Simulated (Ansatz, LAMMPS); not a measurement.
**Electronic structure of amorphous Cd12Hg24S36 (72 atoms)**

Aim: energy, forces and density of states of amorphous Cd12Hg24S36 (72 atoms) at a fixed geometry.

Method: Kohn-Sham DFT, PBE, PAW (set soft_2), plane waves, in Ansatz 0.2.0.

## Step 1: Starting point

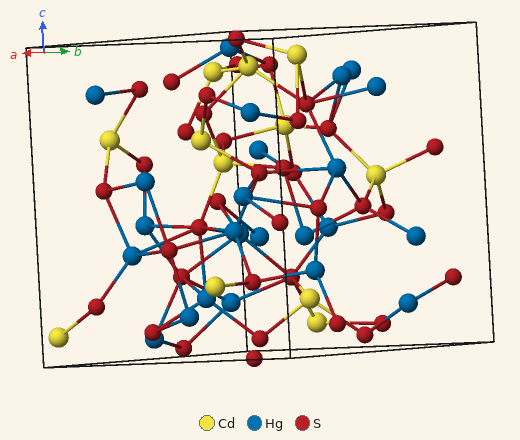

The cell as given, slightly off an axis (cadmium yellow, mercury blue, sulfur red). Bonds to atoms that aren't drawn are left out. Some periodic images of atoms are drawn too.

The cell holds 72 atoms: 12 Cd, 24 Hg and 36 S. Cell: a = 12.348 Å, b = 12.348 Å, c = 12.348 Å, α = 90.0°, β = 90.0°, γ = 90.0°. 72 atoms (12 Cd, 24 Hg, 36 S) placed at random at 6.45 g/cm³, melted at 2500 K for 10 ps at fixed volume with the Stillinger-Weber II-VI potential (Zhou et al., Phys. Rev. B 88, 085309 (2013)). Quenched from 2500 K to 100 K at 100 K/ps and fixed volume, held 5 ps, then minimised at fixed cell.

Before any run, some limits are plain. The quench rate of 100 K/ps far exceeds what a furnace or splat quench reaches, so expect more defects and frozen-in strain than in a real sample. The starting topology of bonds comes from the classical model, and needn't be the one that DFT or experiment would give. Only the Γ point is sampled, in a cell whose shortest periodic width is 12 Å. Spin–orbit coupling is left out, which matters for the levels of the heavy elements.

## Step 2: The classical run that made the cell

A classical potential makes the cell, at a small fraction of what the same run would cost in DFT.

This step: classical MD, Stillinger-Weber II-VI potential (Zhou et al., Phys. Rev. B 88, 085309 (2013)) (LAMMPS 22 Jul 2025 - Update 4).

File in.lmp:

```
# melt-quench of Cd12Hg24S36
units metal
atom_style atomic
boundary p p p
region box block 0 12.3485 0 12.3485 0 12.3485
create_box 3 box
mass 1 112.4140   # Cd
mass 2 200.5920   # Hg
mass 3 32.0600   # S
create_atoms 1 random 12 76850 NULL overlap 2.14 maxtry 2000
create_atoms 2 random 24 76857 NULL overlap 2.14 maxtry 2000
create_atoms 3 random 36 76864 NULL overlap 2.14 maxtry 2000
pair_style sw
pair_coeff * * CdTeZnSeHgS0.sw Cd Hg S
neigh_modify delay 0 every 1 check yes
thermo_style custom step time temp pe press density
thermo_modify norm yes
timestep 0.001
thermo 100
min_style cg
minimize 1e-4 1e-4 200 2000
reset_timestep 0
velocity all create 2500 76851 mom yes dist gaussian
fix lim all nve/limit 0.05
fix lan all langevin 2500 2500 0.1 76852 zero yes
thermo 500
run 1000 post no
unfix lim
unfix lan
thermo 1666
fix md all nvt temp 2500 2500 0.1
run 10000 post no
unfix md
thermo 2400
fix md all nvt temp 2500 100 0.1
run 24000 post no
unfix md
thermo 2500
fix md all nvt temp 100 100 0.1
run 5000 post no
unfix md
thermo 100
min_style cg
minimize 0 1e-3 2000 20000
write_dump all custom glass.dump id type xs ys zs modify sort id
```

Run with:

```console
$ lmp -in in.lmp -log none -nocite
```

Numbers of over 12 decimals in the logs are rounded to 6 here.

Output:

```text
LAMMPS (22 Jul 2025 - Update 4)
Created orthogonal box = (0 0 0) to (12.3485 12.3485 12.3485)
Created 12 atoms
Created 24 atoms
Created 36 atoms
   Step          Time           Temp          PotEng         Press         Density
         0   0              0              0.69907958     456512.7       6.4529669
        93   0.093          0             -1.8166809      5891.0252      6.4529669
Loop time of 0.0198303 s on 1 MPI rank(s) for 93 steps with 72 atoms
Minimization stats:
  Stopping criterion = energy tolerance
  Energy initial, next-to-last, final =
     0.699079580339454  -1.81650788488074  -1.81668093626492
  Force two-norm initial, final = 107.98737 0.47438734
  Iterations, force evaluations = 93 157
   Step          Time           Temp          PotEng         Press         Density
         0   0              2500          -1.8166809      18905.885      6.4529669
       500   0.5            2694.9996     -1.4483656      61562.473      6.4529669
[... 10 lines left out ...]
[... 1 line left out ...]
Loop time of 1.31627 s on 1 MPI rank(s) for 10000 steps with 72 atoms
   Step          Time           Temp          PotEng         Press         Density
[... 12 lines left out ...]
Loop time of 3.01199 s on 1 MPI rank(s) for 24000 steps with 72 atoms
   Step          Time           Temp          PotEng         Press         Density
[... 1 line left out ...]
     37500   37.5           99.320221     -1.9643762      594.60421      6.4529669
     40000   40             91.858189     -1.9645821      1964.7357      6.4529669
Loop time of 0.596734 s on 1 MPI rank(s) for 5000 steps with 72 atoms
   Step          Time           Temp          PotEng         Press         Density
     40000   40             91.858189     -1.9645821      1964.7361      6.4529669
     40085   40.085         91.858189     -1.9754805      43.963359      6.4529669
Loop time of 0.0208846 s on 1 MPI rank(s) for 85 steps with 72 atoms
Minimization stats:
  Stopping criterion = force tolerance
  Energy initial, next-to-last, final =
     -1.96458213803792  -1.97548052902722   -1.9754805298519
  Force two-norm initial, final = 3.8266379 0.00082009677
  Iterations, force evaluations = 85 169
```

Wall time 5.2 s (1 thread of Arm Neoverse V2, shared host); peak memory 0.077 GiB.

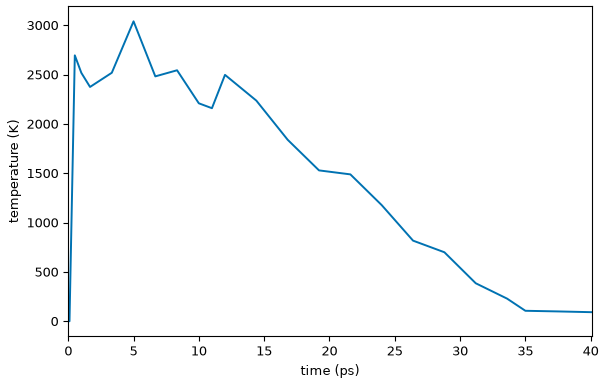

Temperature against time.

## Step 3: Plane-wave single point

The electrons are solved once, with the atoms held.

File input.yaml:

```yaml
crystal:
  lattice:
    - [12.3485, 0.0, 0.0]
    - [0.0, 12.3485, 0.0]
    - [0.0, 0.0, 12.3485]
  atoms:
    - { symbol: Cd, position: [0.95293, 0.02792, 0.09141] }
    - { symbol: Cd, position: [0.7258, 0.09152, 0.69419] }
    - { symbol: Cd, position: [0.23364, 0.39629, 0.70807] }
    - { symbol: Cd, position: [0.70893, 0.85349, 0.9387] }
    - { symbol: Cd, position: [0.2063, 0.09618, 0.88174] }
    - { symbol: Cd, position: [0.21351, 0.73697, 0.54088] }
    - { symbol: Cd, position: [0.3605, 0.56275, 0.16679] }
    - { symbol: Cd, position: [0.83924, 0.55418, 0.68648] }
    - { symbol: Cd, position: [0.56003, 0.40941, 0.60705] }
    - { symbol: Cd, position: [0.99231, 0.70507, 0.23246] }
    - { symbol: Cd, position: [0.09764, 0.3693, 0.08465] }
    - { symbol: Cd, position: [0.60746, 0.57061, 0.90628] }
    - { symbol: Hg, position: [0.82976, 0.46004, 0.13609] }
    - { symbol: Hg, position: [0.46386, 0.64143, 0.36651] }
    - { symbol: Hg, position: [0.71485, 0.56575, 0.39489] }
    - { symbol: Hg, position: [0.04938, 0.13163, 0.62816] }
    - { symbol: Hg, position: [0.82662, 0.23976, 0.3336] }
    - { symbol: Hg, position: [0.55294, 0.08455, 0.06438] }
    - { symbol: Hg, position: [0.55048, 0.85788, 0.5767] }
    - { symbol: Hg, position: [0.34609, 0.99501, 0.34874] }
    - { symbol: Hg, position: [0.91919, 0.77868, 0.50886] }
    - { symbol: Hg, position: [0.45734, 0.96077, 0.82329] }
    - { symbol: Hg, position: [0.10701, 0.44386, 0.38082] }
    - { symbol: Hg, position: [0.11814, 0.5821, 0.86881] }
    - { symbol: Hg, position: [0.61371, 0.1219, 0.42108] }
    - { symbol: Hg, position: [0.38623, 0.31573, 0.96088] }
    - { symbol: Hg, position: [0.95548, 0.23266, 0.84341] }
    - { symbol: Hg, position: [0.59188, 0.33579, 0.18573] }
    - { symbol: Hg, position: [0.70216, 0.87348, 0.26357] }
    - { symbol: Hg, position: [0.2493, 0.86808, 0.13797] }
    - { symbol: Hg, position: [0.3413, 0.72678, 0.85796] }
    - { symbol: Hg, position: [0.97127, 0.86874, 0.77114] }
    - { symbol: Hg, position: [0.10515, 0.16202, 0.35914] }
    - { symbol: Hg, position: [0.28748, 0.1831, 0.16232] }
    - { symbol: Hg, position: [0.39738, 0.32296, 0.37852] }
    - { symbol: Hg, position: [0.90626, 0.37458, 0.56575] }
    - { symbol: S, position: [0.68749, 0.44588, 0.76497] }
    - { symbol: S, position: [0.8868, 0.44032, 0.34826] }
    - { symbol: S, position: [0.24984, 0.40135, 0.23308] }
    - { symbol: S, position: [0.74552, 0.98749, 0.09558] }
    - { symbol: S, position: [0.50626, 0.17306, 0.86386] }
    - { symbol: S, position: [0.29927, 0.16083, 0.47926] }
    - { symbol: S, position: [0.54046, 0.74195, 0.77979] }
    - { symbol: S, position: [0.01607, 0.56668, 0.07153] }
    - { symbol: S, position: [0.48256, 0.14982, 0.25335] }
    - { symbol: S, position: [0.01227, 0.03404, 0.89649] }
    - { symbol: S, position: [0.1124, 0.89824, 0.61867] }
    - { symbol: S, position: [0.74217, 0.23748, 0.85083] }
    - { symbol: S, position: [0.11575, 0.32281, 0.55516] }
    - { symbol: S, position: [0.33631, 0.02148, 0.02639] }
    - { symbol: S, position: [0.53419, 0.06775, 0.60912] }
    - { symbol: S, position: [0.18116, 0.30409, 0.89681] }
    - { symbol: S, position: [0.7658, 0.89017, 0.73453] }
    - { symbol: S, position: [0.9365, 0.66878, 0.82881] }
    - { symbol: S, position: [0.38431, 0.8183, 0.45057] }
    - { symbol: S, position: [0.74226, 0.93419, 0.45866] }
    - { symbol: S, position: [0.99632, 0.98508, 0.42486] }
    - { symbol: S, position: [0.76765, 0.6613, 0.99755] }
    - { symbol: S, position: [0.40881, 0.28927, 0.66998] }
    - { symbol: S, position: [0.0652, 0.64652, 0.41839] }
    - { symbol: S, position: [0.0572, 0.89739, 0.20945] }
    - { symbol: S, position: [0.28759, 0.03879, 0.6997] }
    - { symbol: S, position: [0.7286, 0.6912, 0.57539] }
    - { symbol: S, position: [0.78671, 0.68815, 0.23622] }
    - { symbol: S, position: [0.62627, 0.35123, 0.40948] }
    - { symbol: S, position: [0.2449, 0.68176, 0.04419] }
    - { symbol: S, position: [0.27904, 0.60868, 0.69365] }
    - { symbol: S, position: [0.85278, 0.1613, 0.54001] }
    - { symbol: S, position: [0.986, 0.21546, 0.18284] }
    - { symbol: S, position: [0.49578, 0.46422, 0.05127] }
    - { symbol: S, position: [0.4936, 0.59597, 0.58136] }
    - { symbol: S, position: [0.75386, 0.24568, 0.09011] }
kpoints:
  mp_grid: { grid: [1, 1, 1] }
hamiltonian:
  xc: pbe
scf:
  occupations: { method: gaussian, width: 0.025 }
output:
  forces: true
  stress: true
  populations: true
  dos:
    method: { smearing: { sigma: 0.15 } }
    de: 0.1
    projected: { site_lists: { Cd: [Cd], Hg: [Hg], S: [S] } }
  eigenvalues: true
  write_density: true
  write_potential: true
  volumetric_format: npy
```

Run with:

```console
$ ansatz run input.yaml --threads 8 --pin off --max-ram 15872MiB --backend cpu --events-out ev --progress --plain --runs-dir out
```

Output:

```text
Engine: ansatz 0.2.0, aarch64-unknown-linux-gnu
Pseudopotentials: kind: paw
Pseudopotential: Cd, paw, valence charge 20, recommended cutoff 420 eV (normal), Cd.paw.azcp
Pseudopotential: Hg, paw, valence charge 20, recommended cutoff 420 eV (normal), Hg.paw.azcp
Pseudopotential: S, paw, valence charge 6, recommended cutoff 420 eV (normal), S.paw.azcp
[... 5 lines on functional and potentials left out ...]
Crystal: 72 atoms, lattice volume = 1882.967 Å³
Basis set: ecut = 420 eV, 36785 PW (Γ), exchange–correlation on 180×180×180 points (8 copies of the dense FFT grid, shifted against one another)
Bands: 562, of which v1, the nominal top of the filled ones, is band 468 counted from 1 (467 counted from 0)
Symmetry: 1 space group operations
Space group: P1 (ITA 1), of the structure as read, at distance tolerance 1.2e-4 Å
k-points: 1
[... 7 lines on functional and potentials left out ...]
Initial density: superposition of atomic densities (neutral atoms: chi_scale 0, normalization atom), corrected by the library's trained network
Initial wavefunctions: pseudopotential atomic-orbital guess
Functional: x = pbe(κ = 0.804, μ = 0.219515), c = pbe(β = 0.066725)
SCF iter   1: F=—  HF=-463045.408629 eV  |F-HF|=—  |Δ(HF+E_count)|=         —  Δρ=7.30e-3  dr2=5.35e0  ethr=1.77e-3  ⟨swp⟩=6.0  Hψ=1985  notcnv=0  defer=17
preconditioner: auto → Resta (q_TF=auto, 2.428 Å⁻¹)  ε∞=5.9  [insulator: Δε(μ)=0.104 eV  Ē_g=9.884 eV  σ=0.025 eV  W_gap=1.00  n_scr=460 (ndim 8)  ℏωp=21.8 eV  f_vac=0.107  D(μ)=1.23/eV (n_scr^D=0)  ε∞_Penn≈5.9]
SCF iter   2: F=—  HF=-463046.118583 eV  |F-HF|=—  |Δ(HF+E_count)|=   7.10e-1  Δρ=1.24e-2  dr2=1.64e1  ethr=5.72e-4  ⟨swp⟩=2.0  Hψ=652  notcnv=0  defer=83  recentre
preconditioner: auto → LDOS  [insulator: Δε(μ)=0.047 eV  Ē_g=9.884 eV  σ=0.025 eV  W_gap=0.82  n_scr=460 (ndim 8)  ℏωp=21.8 eV  f_vac=0.107  D(μ)=39.60/eV (n_scr^D=250)  ε∞_Penn≈5.9  β→1.0]
SCF iter   3: F=—  HF=-463045.191026 eV  |F-HF|=—  |Δ(HF+E_count)|=   9.28e-1  Δρ=3.66e-3  dr2=9.70e-1  ethr=5.72e-4  ⟨swp⟩=2.0  Hψ=1203  notcnv=0  defer=50
SCF iter   4: F=—  HF=-463045.125376 eV  |F-HF|=—  |Δ(HF+E_count)|=   6.57e-2  Δρ=3.12e-3  dr2=7.07e-1  ethr=1.04e-4  ⟨swp⟩=2.0  Hψ=535  notcnv=0  defer=79
SCF iter   5: F=—  HF=-463045.111435 eV  |F-HF|=—  |Δ(HF+E_count)|=   1.39e-2  Δρ=1.04e-3  dr2=7.02e-2  ethr=7.55e-5  ⟨swp⟩=2.0  Hψ=476  notcnv=0  defer=86
SCF iter   6: F=—  HF=-463045.106622 eV  |F-HF|=—  |Δ(HF+E_count)|=   4.81e-3  Δρ=6.64e-4  dr2=2.29e-2  ethr=7.50e-6  ⟨swp⟩=2.0  Hψ=584  notcnv=0  defer=87
SCF iter   7: F=—  HF=-463045.105317 eV  |F-HF|=—  |Δ(HF+E_count)|=   1.30e-3  Δρ=7.17e-4  dr2=3.86e-2  ethr=2.45e-6  ⟨swp⟩=2.0  Hψ=535  notcnv=0  defer=87
SCF iter   8: F=—  HF=-463045.104606 eV  |F-HF|=—  |Δ(HF+E_count)|=   7.11e-4  Δρ=4.65e-4  dr2=1.64e-2  ethr=2.45e-6  ⟨swp⟩=2.0  Hψ=476  notcnv=0  defer=87
SCF iter   9: F=—  HF=-463045.104280 eV  |F-HF|=—  |Δ(HF+E_count)|=   3.26e-4  Δρ=2.32e-4  dr2=3.67e-3  ethr=1.75e-6  ⟨swp⟩=1.0  Hψ=475  notcnv=0  defer=87
SCF iter  10: F=—  HF=-463045.104019 eV  |F-HF|=—  |Δ(HF+E_count)|=   2.61e-4  Δρ=1.06e-4  dr2=7.24e-4  ethr=3.92e-7  ⟨swp⟩=2.0  Hψ=498  notcnv=0  defer=87
[...]
SCF iter  12: F=—  HF=-463045.103925 eV  |F-HF|=—  |Δ(HF+E_count)|=   2.10e-5  Δρ=3.96e-5  dr2=8.23e-5  ethr=2.74e-8  ⟨swp⟩=2.0  Hψ=511  notcnv=0  defer=87
SCF iter  13: F=—  HF=-463045.110226 eV  |F-HF|=—  |Δ(HF+E_count)|=   6.30e-3  Δρ=2.38e-5  dr2=2.89e-5  ethr=8.79e-9  ⟨swp⟩=1.0  Hψ=562  notcnv=0  defer=87
SCF iter  14: F=—  HF=-463045.110224 eV  |F-HF|=—  |Δ(HF+E_count)|=   1.76e-6  Δρ=1.72e-5  dr2=1.52e-5  ethr=3.09e-9  ⟨swp⟩=2.0  Hψ=479  notcnv=0  defer=87
SCF iter  15: F=—  HF=-463045.110223 eV  |F-HF|=—  |Δ(HF+E_count)|=   1.07e-6  Δρ=1.23e-5  dr2=8.20e-6  ethr=1.62e-9  ⟨swp⟩=2.0  Hψ=514  notcnv=0  defer=87
SCF iter  16: F=—  HF=-463045.110223 eV  |F-HF|=—  |Δ(HF+E_count)|=   6.26e-7  Δρ=7.84e-6  dr2=3.40e-6  ethr=8.76e-10  ⟨swp⟩=2.0  Hψ=513  notcnv=0  defer=87
SCF iter  17: F=—  HF=-463045.110222 eV  |F-HF|=—  |Δ(HF+E_count)|=   2.37e-7  Δρ=5.45e-6  dr2=1.62e-6  ethr=3.63e-10  ⟨swp⟩=2.0  Hψ=480  notcnv=0  defer=87
SCF iter  18: F=—  HF=-463045.110222 eV  |F-HF|=—  |Δ(HF+E_count)|=   1.24e-7  Δρ=3.43e-6  dr2=5.90e-7  ethr=1.73e-10  ⟨swp⟩=2.0  Hψ=544  notcnv=0  defer=87
SCF iter  19: F=—  HF=-463045.110222 eV  |F-HF|=—  |Δ(HF+E_count)|=   3.85e-8  Δρ=2.58e-6  dr2=2.93e-7  ethr=6.30e-11  ⟨swp⟩=2.0  Hψ=548  notcnv=0  defer=87
SCF iter  20: F=—  HF=-463045.110222 eV  |F-HF|=—  |Δ(HF+E_count)|=   2.37e-8  Δρ=1.97e-6  dr2=2.05e-7  ethr=3.13e-11  ⟨swp⟩=3.0  Hψ=773  notcnv=0  defer=87
SCF iter  21: F=-463045.110222 eV  HF=-463045.110222 eV  |F-HF|=8.67e-8  |Δ(HF+E_count)|=   1.39e-8  Δρ=1.39e-6  dr2=9.89e-8  ethr=1.07e-11  ⟨swp⟩=12.0  Hψ=4007  notcnv=0
SCF 1 converged in 21 iterations: F = -463045.110222 eV  dr2 = 9.89e-8
  greatest PAW one-centre occupation: 1.000 electrons in one spin orbital (limit 2), on the Hg atom at site 31 (counted from 0), in its partial waves of l = 0
SCF converged after 21 iterations
Free energy (F): -463045.110222 eV
Harris-Foulkes:  -463045.110222 eV  (|F-HF|=8.67e-8)
Internal energy: -463045.084388 eV  (E = F + TS)
E sigma→0 (E₀):  -463045.097305 eV
Entropy (-TS):   -0.025835 eV (-0.359 meV/atom)
Fermi energy:    7.681854 eV
--- Per-component energies (eV) ---
  E_band       = -18392.969689
  E_kinetic    = 24289.178166
  E_local      = -137949.603350  (includes V_loc(G=0)·N_el)
  E_nonlocal   = 3202.030842
  E_hartree    = 60670.789131
  E_xc         = -10848.326763
  E_vxc        = -12022.845663  (∫ρ·V_xc dr)
  E_paw        = -309278.677969  (= ΣΔE_a)
  E_vpaw       = -17253.332259  (= ΣTr[D̂ρ^β])
  E_aug_tail   = 0.022545  (compensation charges beyond the density's cutoff)
  E_ewald      = -93130.496989
  E_smearing   = -0.025835  (= −TS)
  E_closure    = -0.000000  (closes the sum)
  Σ components = -463045.110222   (vs F -463045.110222, Δ=0.00e0)
--- Forces (eV/Å), atoms counted from 1 ---
  atom   1  Cd     0.00884342     0.05050625     0.04098091
  atom   2  Cd    -0.14984248    -0.00081776     0.46426855
  atom   3  Cd     0.64763512     0.11014357    -0.22778160
  atom   4  Cd     0.37901352    -0.18747152    -0.60502320
  atom   5  Cd     0.13756899    -0.36522562    -0.46810527
  atom   6  Cd     0.02148792    -0.19423507    -0.16693809
  atom   7  Cd     0.30376312     0.61516171     0.51145058
  atom   8  Cd     0.06517204     0.37976241     0.01084498
  atom   9  Cd    -0.33472667    -0.16146483     0.14753841
  atom  10  Cd     0.15488459    -0.14910771    -0.17391648
  atom  11  Cd    -0.31797725     0.37248908    -0.03008415
  atom  12  Cd     0.28781917     0.15629908    -0.05400876
  atom  13  Hg     0.45084397    -0.30375617    -0.38667713
  atom  14  Hg    -0.09586389    -0.84524063    -0.53961204
[...]
atom  71  S     -0.36851781     0.61690162    -0.28235946
  atom  72  S     -0.07231485     1.41257570     0.93965009
  max |Σ_I F_I| component: 1.21e-5 eV/Å
--- Stress (GPa, compression-positive) ---
       -0.181113      -0.229119      -0.069906
       -0.229119      -0.313899       0.103764
       -0.069906       0.103764      -0.822581
  P = ⅓ Tr σ = -0.4392 GPa (-4.392 kbar)
--- Band table (eV) ---
  k-point 0: bands = ["-107.2441", "-107.2184", "-107.1186", "-107.1000", [... 546 levels ...], "13.5723", "13.6272", "13.7298", "13.7535", "13.8287", "13.8515", "13.9005", "13.9242", "13.9597", "14.0376", "14.0714", "14.1130"]
--- Löwdin populations: 72 sites ---
  site symbol       q [e]
     0     Cd     18.7471
     1     Cd     18.7956
     2     Cd     18.7953
[...]
71      S      6.6372
  spilling = 0.007770 (of n_electrons = 936.000000)
```

Run time: 36 s. Hardware: 8 threads of Arm Neoverse V2, shared host; peak memory 3 GiB.

The column dr2 measures how far the density is from self-consistency, as an energy; F and HF (Harris–Foulkes) agree once it is small.

Read from the output:

| Quantity | Value |
| --- | --- |
| free energy | -463045.1102 eV |
| free energy per atom | -6431.1821 eV/atom |
| SCF cycles | 21 |
| pressure | -0.4392 GPa |
| r.m.s. force component | 0.436 eV/Å |
| longest force | 1.698 eV/Å |
| Fermi energy | 7.682 eV |
| levels partly filled by over 2 per cent | 3 |
| spilling of the projection | 0.00777 |

Length of the force by element:

```csv
element,coordination,atoms,mean length of the force (eV/Å),spread,least,most
Cd,all,12,0.466,0.218,0.0656,0.856
Hg,all,24,0.631,0.241,0.216,1.07
S,all,36,0.770,0.395,0.215,1.70
```

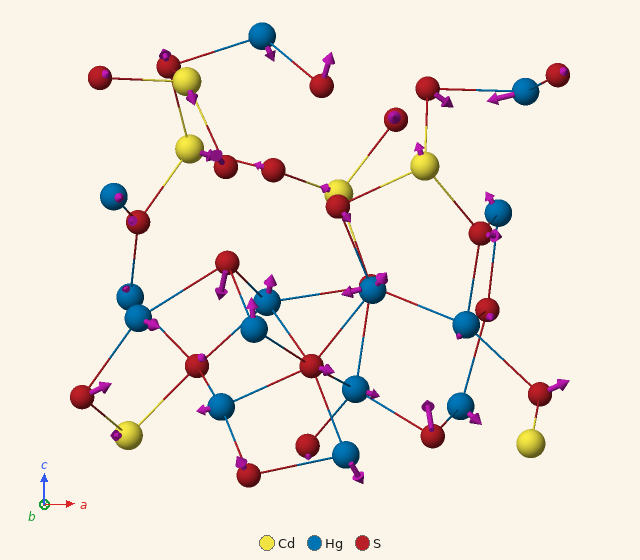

Forces as arrows; the longest in the cell is 1.70 eV/Å. Drawn is a slice 6 Å thick, seen along the normal of the ac plane.

States in the cell by windows of 1 eV, zero at the Fermi level; the larger projections on atomic orbitals stand beside the total:

```csv
from (eV),to (eV),total,Hg d,S p,Cd d,Hg s
-10,-9,0.0,0.0,0.0,0.0,0.0
-9,-8,82.8,1.4,2.8,77.5,0.3
-8,-7,68.5,27.3,4.1,35.1,0.9
-7,-6,191.1,175.6,9.1,2.0,1.8
-6,-5,28.6,18.8,4.5,0.4,3.7
-5,-4,37.4,4.8,17.9,0.5,9.4
-4,-3,33.2,2.2,22.9,0.5,3.6
-3,-2,50.7,2.8,42.1,0.8,1.7
-2,-1,50.0,2.6,41.9,0.8,1.8
-1,0,33.8,1.1,27.3,0.3,2.5
0,1,25.0,0.4,14.9,0.1,6.5
1,2,20.1,0.2,8.8,0.0,7.2
2,3,18.9,0.1,5.3,0.0,3.0
3,4,27.5,0.1,4.4,0.0,1.0
4,5,33.7,0.1,2.2,0.0,0.6
```

Between -26 and -10 eV lie 72 more states.

The stored curve holds about 648 of the 936 electrons; the rest, give or take the few that broadening carries across the Fermi level, lie in deeper levels below its range.

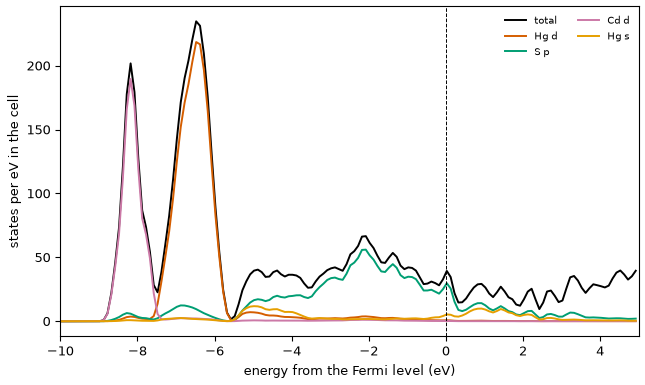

Total and projected density of states, with the broadening of the input.

The levels nearest the highest filled one (over half full), pooled over k-points and spins:

```csv
level less the highest filled one (eV),occupation
-0.390,2
-0.314,2
-0.238,2
-0.216,2
-0.088,2
0,1.47
0.0253,0.418
0.0389,0.115
0.0966,0
0.144,0
0.197,0
0.385,0
```

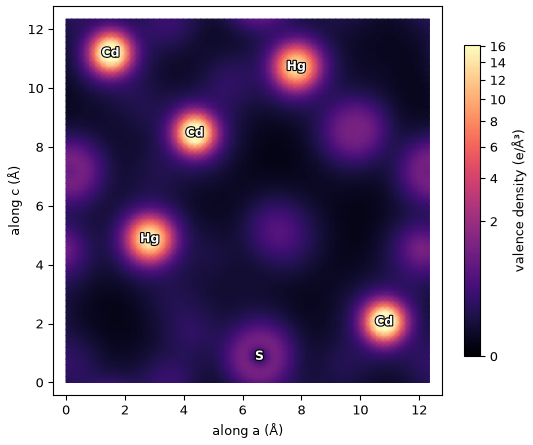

Valence density in the ac plane at fractional y = 0.566, with atoms of Cd and Hg and S within 0.2 Å of it. It is the smooth field of the valence electrons, not physical close to the nuclei. The map starts off the cell's origin, so that atoms lie inside it. The colour scale is stretched toward low values.

(Continued in part 2 of 2.)

[Logs are printed without paths, hosts, clocks, repeated set-up lines and the standing remarks that a program may print on its own settings, such as how far it seeks lower states.]

[Hosts, paths, dates, database ids (printed as entryN), source tags and the programs' standing remarks are cut or masked in the printed files.]
